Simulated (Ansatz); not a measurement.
System: C3H7 (SMILES C[CH]C) (doublet).

```yaml
atoms:
  - { symbol: C, position_ang: [-1.8449, -1.6135, 1.1689] }
  - { symbol: C, position_ang: [-1.3838, -0.4008, 1.9002] }
  - { symbol: C, position_ang: [-1.1612, 0.8842, 1.1809] }
  - { symbol: H, position_ang: [-2.8954, -1.5237, 0.8432] }
  - { symbol: H, position_ang: [-1.7770, -2.5146, 1.7830] }
  - { symbol: H, position_ang: [-1.2591, -1.7785, 0.2557] }
  - { symbol: H, position_ang: [-1.4226, -0.3954, 2.9838] }
  - { symbol: H, position_ang: [-2.1102, 1.3449, 0.8571] }
  - { symbol: H, position_ang: [-0.5708, 0.7361, 0.2679] }
  - { symbol: H, position_ang: [-0.6453, 1.6195, 1.8030] }
```

Geometry: B3LYP-D3(BJ)/6-311G**.

Computed with isolated molecule in a Gaussian basis; Kohn-Sham density functional theory, functional PBE0 in Ansatz 0.2.0.

What can the converged electron density, electron localisation function and spin density tell about the bonding?

Answer. C–C (1.49 Å): ρ at the midpoint is about 1.8 e/Å³; the ELF peaks at about 0.95 between the atoms, as expected for localised, covalent bonding.
C–H (1.09 Å): the density is about 2 e/Å³ at the midpoint; the ELF climbs to about 1 towards the hydrogen, as it does in any bond to H: an ordinary covalent bond to hydrogen.
The unpaired spin (1 electron) lies mostly on C2 (about 0.7), in electrons by Hirshfeld's partition.

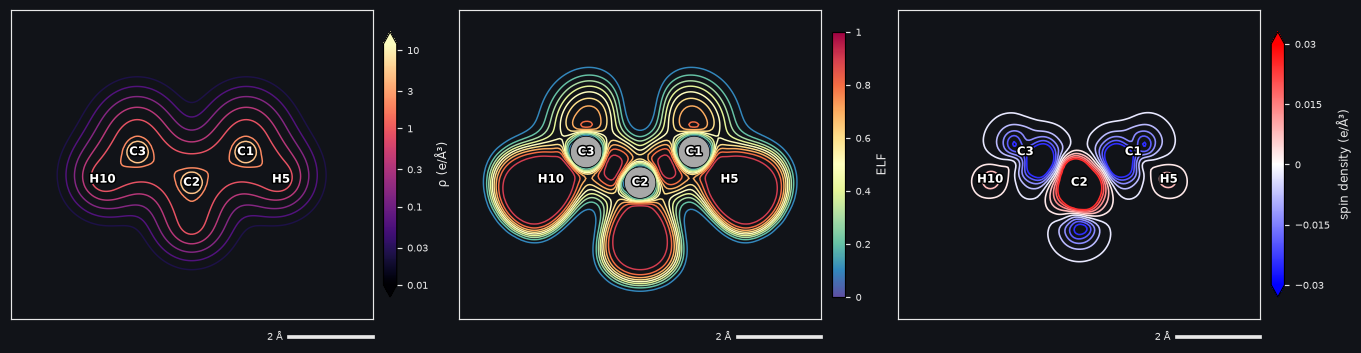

Computed electron density, electron localisation function and spin density on the plane of atoms C1, C2 and C3, in this order. Grey discs cover the atomic cores in the ELF map. 
